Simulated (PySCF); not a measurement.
**One shape, several levels: CHO2 (SMILES O=[C]O)**

We compute a comparison of 4 runs (U-r2SCAN/STO-6G, U-wB97X-V/STO-6G, UPBE/STO-6G, FCI/STO-6G) of CHO2. 

Program for the calculation: PySCF 2.14.0.

14 further runs of the same task are left out: 4 that didn't finish, 10 set aside as unsound or not needed.

## 1. Starting point

CHO2 has 4 atoms, charge 0, and is taken as a doublet. As SMILES, `O=[C]O`. The O1–C2 distance was set to 3.300 Å, away from the relaxed value. At this shape a bond of the SMILES string is far longer than usual.

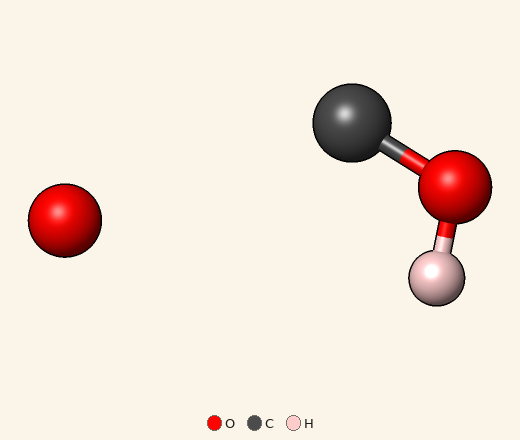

Viewed from a chosen angle; oxygen red, carbon dark grey, hydrogen pink.

## 2. A single-point energy at U-r2SCAN/STO-6G (run 1)

job.py

```python
from pyscf import gto, dft

molecule = gto.M(
    atom='''
O       -0.732604       1.460046       2.955288
C        0.481200      -0.303400       0.443400
O        0.134900      -0.348200      -0.825300
H       -0.608300       0.264800      -0.978800
''',
    charge=0,
    basis='sto-6g',
    verbose=4,
    spin=1,
    max_memory=1860,
)

mf = dft.UKS(molecule, xc='r2scan')
mf.grids.level = 5
mf.conv_tol = 1e-10
mf.kernel()
if not mf.converged:
    mf = mf.newton().run(mf.mo_coeff, mf.mo_occ)

e_tot = mf.e_tot
print(f'total energy: {e_tot:.8f} hartree')
```

The run is started by

```
OMP_NUM_THREADS=1 python job.py
```

Standard output:

```text
PySCF version 2.14.0

[... 55 lines left out ...]
WARN: beta  nocc = 11  HOMO -0.262904811656096 >= LUMO -0.262612700953426
[... 5 lines left out ...]
WARN: HOMO 0.0625054279590637 >= LUMO 0.0627734456003961
[... 114 lines left out ...]
converged SCF energy = -188.028694446117  <S^2> = 1.7400579  2S+1 = 2.8213883
total energy: -188.02869445 hartree
```

It took 14 s on 1 thread of Arm Neoverse V1, shared host; peak memory 0.2 GiB.

## 3. The energy at U-wB97X-V/STO-6G (run 2)

calc.py

```python
from pyscf import gto, dft

molecule = gto.Mole()
molecule.atom = 'O -0.732604 1.460046 2.955288; C 0.481200 -0.303400 0.443400; O 0.134900 -0.348200 -0.825300; H -0.608300 0.264800 -0.978800'
molecule.max_memory = 1860
molecule.spin = 1
molecule.verbose = 4
molecule.basis = 'sto-6g'
molecule.build()

ks = dft.UKS(molecule, xc='wb97x-v')
ks.nlcgrids.level = 1
ks.conv_tol = 1e-10
ks.grids.level = 5
ks.kernel()
if not ks.converged:
    ks = ks.newton().run(ks.mo_coeff, ks.mo_occ)

e_final = ks.e_tot
print('E = %.10f Eh' % e_final)
```

The run is started by

```
OMP_NUM_THREADS=1 python calc.py
```

Standard output:

```text
PySCF version 2.14.0

[... 64 lines left out ...]
WARN: HOMO -0.295028492565229 >= LUMO -0.29502849256523
[... 110 lines left out ...]
converged SCF energy = -188.046781716339  <S^2> = 1.7502412  2S+1 = 2.8285977
E = -188.0467817163 Eh
```

It took 42 s on 1 thread of Arm Neoverse V1, shared host; peak memory 0.19 GiB.

Run 3 isn't shown in full; the table further down has it.

## 4. The energy at FCI/STO-6G (run 4)

run.py

```python
from pyscf import gto, scf, mcscf

mol = gto.M(
    atom=[
    ('O', (-0.732604, 1.460046, 2.955288)),
    ('C', (0.481200, -0.303400, 0.443400)),
    ('O', (0.134900, -0.348200, -0.825300)),
    ('H', (-0.608300, 0.264800, -0.978800)),
],
    verbose=3,
    spin=1,
    basis='sto-6g',
    max_memory=1860,
)

mf = scf.ROHF(mol)
mf.conv_tol = 1e-10
mf.kernel()
if not mf.converged:
    mf = mf.newton().run(mf.mo_coeff, mf.mo_occ)

cas = mcscf.CASCI(mf, mf.mo_coeff.shape[-1] - 3, (mol.nelec[0] - 3, mol.nelec[1] - 3))  # full CI above the frozen core
cas.fix_spin_(ss=0.75)
cas.kernel()
etot = cas.e_tot
print(f'total energy: {etot:.8f} hartree')
```

The run is started by

```
OMP_NUM_THREADS=1 python run.py
```

Standard output:

```text
converged SCF energy = -187.146580763445
CASCI E = -187.392075324072  E(CI) = -60.0122842984151  S^2 = 0.7500000
total energy: -187.39207532 hartree
```

It took 2.4 min on 1 thread of Arm Neoverse V1, shared host; peak memory 0.32 GiB.

## 5. All runs side by side

| run | level | nlc grid | integration grid | energy (Eh) | dipole moment (D) of the reference | HOMO energy (eV) | LUMO energy (eV) | wall time |
| --- | --- | --- | --- | --- | --- | --- | --- | --- |
| 1 | U-r2SCAN/STO-6G | – | 5 | -188.028694 | 2.32 | -1.29 | 0.31 | 14 s |
| 2 | U-wB97X-V/STO-6G | 1 | 5 | -188.046782 | 2.23 | -4.97 | 4.18 | 42 s |
| 3 | UPBE/STO-6G | – | 5 | -187.872663 | 2.50 | -0.89 | -0.07 | 11 s |
| 4 | FCI/STO-6G | – | – | -187.392075 | 1.95 | – | – | 2.4 min |

## 6. Summary of results

```
                                          quantity          value
                               run 4: total energy  -187.39208 Eh
       run 4: dipole moment (Hartree–Fock density)         1.95 D
run 4: correlation energy (3 core orbitals frozen)     -245.5 mEh
```

Over runs 1, 2, 3 the dipole moment (its size) runs from 2.23 D (U-wB97X-V/STO-6G) to 2.50 D (UPBE/STO-6G). Totals of different functionals can't be ranked against each other. In runs 1, 2, 3, 4 the basis is minimal, so the values are rough. Spin contamination of the reference: run 2 ⟨S²⟩ = 1.75, run 1 ⟨S²⟩ = 1.74, run 3 ⟨S²⟩ = 1.71. Where it is this large, the reference is a mixture of spin states, and values that rest on it are in doubt. All runs together took 3.5 min, the longest 2.4 min.
